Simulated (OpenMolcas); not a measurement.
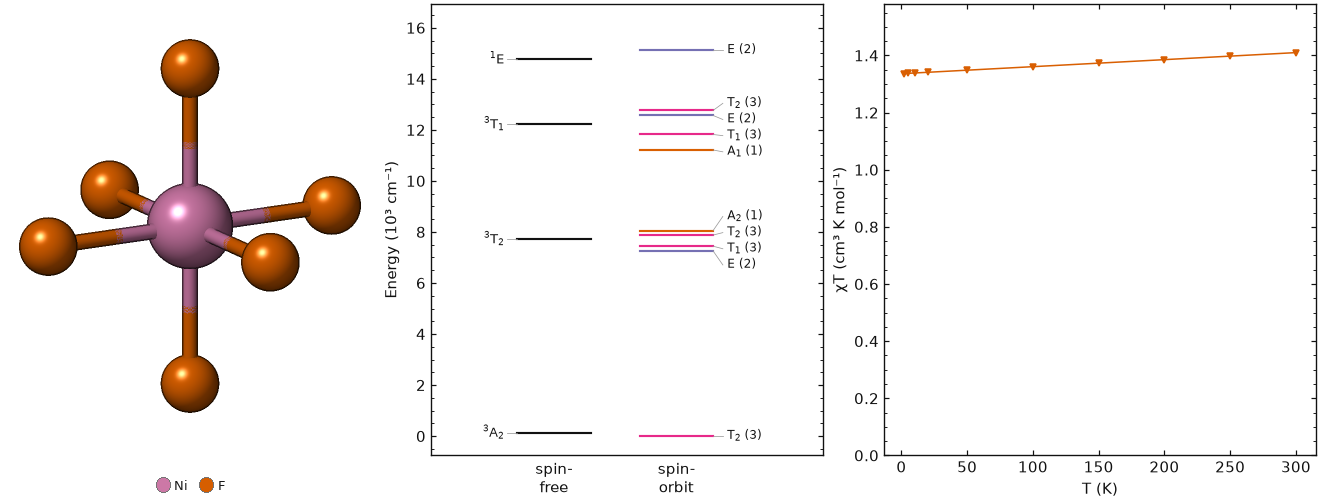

Ni²⁺ (3d⁸) as a dopant in CsCaF₃, a cluster with its 6 nearest F⁻ at 2.046 Å (octahedron) embedded in model potentials and point charges; the geometry was set, not optimised, and its levels and susceptibility. Labels give the representation in O, Td, D4 or D3 as the site allows (double group for half-integer spin) where it could be assigned and, in brackets, the degeneracy; spin-free states, where drawn, share the zero of the spin-orbit levels. Level of the calculation: state-averaged SS-CASPT2, IPEA shift 0.25, imaginary shift 0.1 hartree, closed shells 3s 3p correlated, active space 8 electrons in the shell 3d, basis ANO-RCC-VDZP on all atoms, DKH2 scalar Hamiltonian, spin-orbit coupling by RASSI with atomic mean-field integrals (OpenMolcas). Powder susceptibility by Van Vleck's formula.

Question: Describe the ground state and the low levels.

Answer: The ground level is T₂, 3-fold degenerate, 100 % from states of spin multiplicity 3. The next level lies at 7,260 cm⁻¹ (E). The lowest spin-free state is ³A₂, from the free-ion F term; of the same spin there follow at 7,580 cm⁻¹ (³T₂) and 12,100 cm⁻¹ (³T₁) above it. χT is 1.34 cm³ K mol⁻¹ at 2 K and 1.41 at 300 K, an effective moment of 3.36 μB.

Caveat: single d shell for a late 3d ion, CASPT2 field may be too large; the geometry is set by hand, with no relaxation and no charge compensation.
